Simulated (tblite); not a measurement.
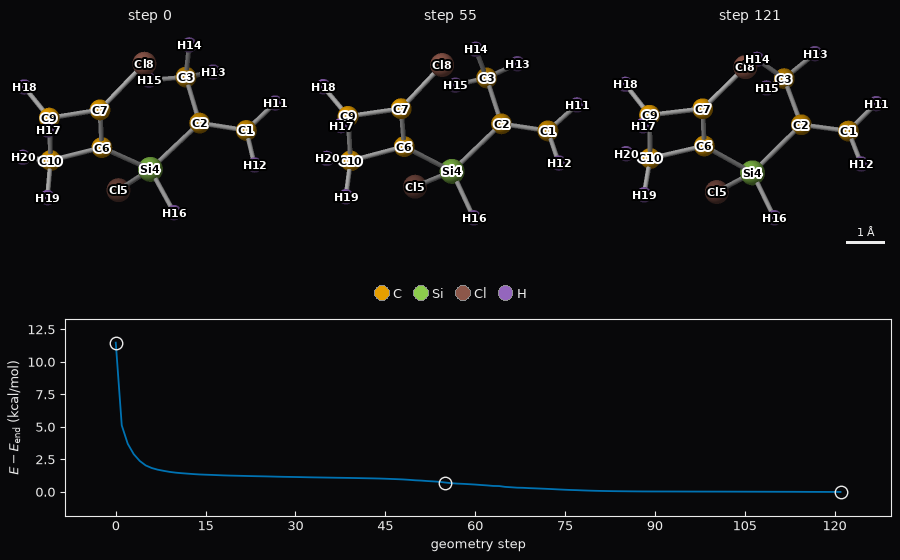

Frames of a relaxation of C₇H₁₀Cl₂Si, marked on the history of the run. A ball-and-stick model, seen at a tilt.

Level of theory: tblite, GFN2-xTB geometry optimisation, gas phase. 

### What happens along the run?

Over 121 geometry steps the energy falls by 11.5 kcal/mol. The largest move after the best rigid fit is that of H14, 0.96 Å. Largest moves by element: H 0.96 Å, Cl 0.29 Å, C 0.17 Å, Si 0.15 Å. Among the contacts that change: C7–Cl8 1.782 → 1.704 Å, C9–C10 1.484 → 1.548 Å, C2–Si4 1.841 → 1.892 Å, Si4–Cl5 2.079 → 2.033 Å. Bond angles that change, for instance: Si4–C6–C10 139.7° → 133.0°, H17–C9–H18 115.0° → 109.3°, C6–Si4–H16 106.2° → 111.5°. Groups turn about C2–C3 by about 50°. From step 0 to 55: H14 moves most (0.39 Å), energy −10.8 kcal/mol. From step 55 to 121: H14 moves most (0.57 Å), energy −0.73 kcal/mol.
